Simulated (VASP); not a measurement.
Band structure of LiV (space group P4/mmm). Calculation: PBE GGA, VASP's PBE PAW potentials (set 64) (plane waves; VASP 6.6.1).

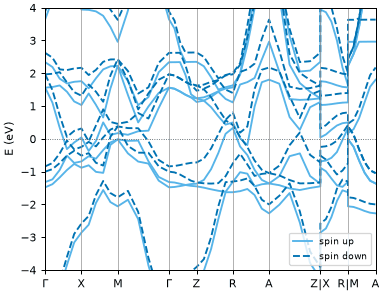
Bands along high-symmetry lines, zero at the valence-band maximum or, without a gap, the Fermi level

**Question.** Read the plot: is there a gap, and where are the band edges?

**Answer.** It has no gap at this level: it comes out as a metal or semimetal.

The structure was generated: LiV was put into an ordered model structure, which need not be its known phase. The cell was not relaxed at this level.
